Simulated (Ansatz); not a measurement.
# CH₄BClSi (SMILES C=[SiH]BCl): what the fields show

```xyz
8

C     0.3509    1.4808   -0.6727
Si    0.0926    0.2976    0.5807
B    -0.3891   -1.5598    0.0859
Cl   -0.6636   -2.8052    1.2956
H     0.2490    1.2059   -1.7359
H     0.6212    2.5329   -0.4846
H     0.2446    0.7260    2.0120
H    -0.5054   -1.8783   -1.0811
```

Method: RKS PBE/def2-SVP in Ansatz 0.2.0.

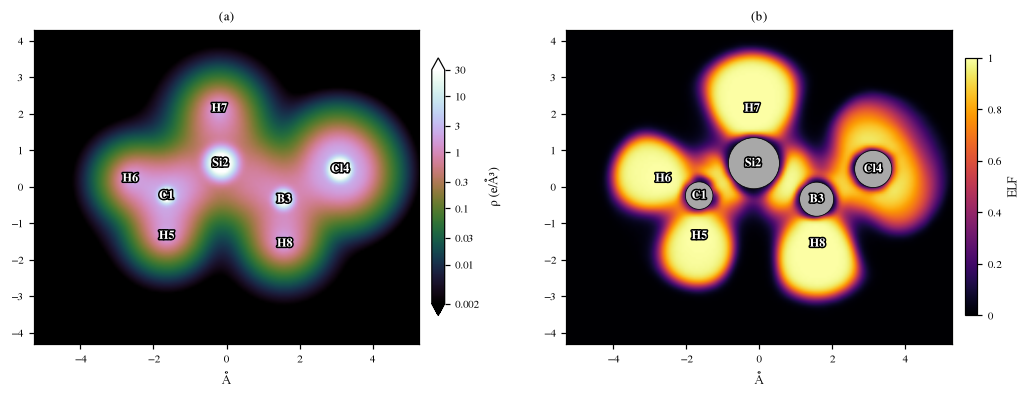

Figure 1. (a) electron density; (b) electron localisation function on the molecular plane. Grey discs cover the atomic cores in the ELF map.

**Describe what can be read from this map.**

The plane passes through C, Si, B, Cl and H nuclei. C–Si (1.74 Å): ρ at the midpoint is about 1.1 e/Å³; the ELF peaks at about 0.95 between the atoms: a covalent bond. B–Cl (1.76 Å): ρ at the midpoint is about 1.3 e/Å³; the ELF peaks at about 0.90 between the atoms: a polar covalent bond. Si–B (1.98 Å): ρ at the midpoint is about 0.8 e/Å³; the ELF peaks at about 1 between the atoms (a shared electron pair). C–H (1.10 Å): ρ at the midpoint is about 1.9 e/Å³; the ELF climbs to about 1 towards the hydrogen, as it does in any bond to H: an ordinary covalent bond to hydrogen. B–H (1.22 Å): ρ is about 1.2 e/Å³ halfway; the ELF climbs to about 1 towards the hydrogen (a covalent bond by its length). The ELF also peaks beside Cl4, away from the bonds: lone-pair regions.

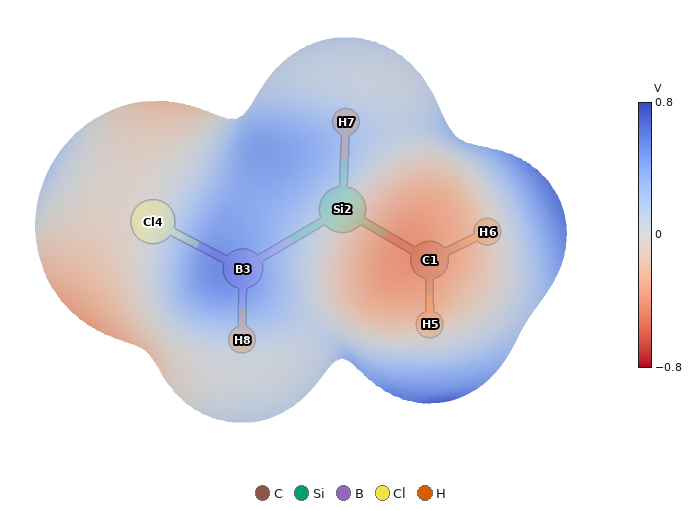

Figure 2. The electrostatic potential painted on the density surface at 0.001 e/bohr³, seen at a tilt; red is negative and blue positive.

**Which sites attract a positive test charge, and which a negative one?**

A positive charge is drawn to the negative regions and a negative charge to the positive ones. The most negative region (about −0.4 V) lies over the π face of C1, the most positive (about +0.6 V) over B3, H5 and H6.

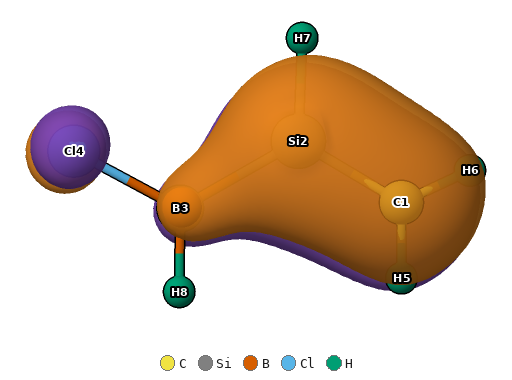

Figure 3. The HOMO at ±0.08 Å⁻³ᐟ² (orange and purple are the two phases), seen across its widest extent.

**Where does this orbital lie, and at what energy?**

Its weight (Hirshfeld) is mainly on C1 (about 45 %) and Si2 (about 40 %); it changes sign across the molecular plane (π type); π-bonding across C1–Si2. Its energy is −5.88 eV.
